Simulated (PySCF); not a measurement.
Molecule: B(F)2(Cl)(NH3), H3BClF2N, singlet. Atoms near the plane z = 0.6 Å, at the CAM-B3LYP/def2-SVP optimised geometry (x, y, z in Å): B1 (-0.6, -0.2, 0.0), F2 (-1.2, 1.1, 0.0), Cl4 (1.2, -0.2, 0.0), N5 (-1.0, -0.8, 1.5), H6 (-0.7, -1.8, 1.5), H7 (-2.1, -0.8, 1.6).

Calculation: CAM-B3LYP/def2-TZVP run with PySCF. The values are rescaled to run from 0 to 1.

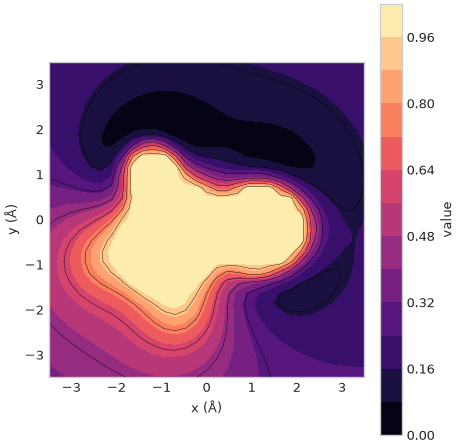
Figure: a field on the plane z = 0.6 Å.

Which quantity is mapped?
(A) electrostatic potential
(B) deformation density (molecule minus spherical neutral atoms)
(C) an orbital amplitude
(D) log10 of the electron density

A, electrostatic potential. In full: electrostatic potential (hartree/e), clipped to [-0.08, 0.12].
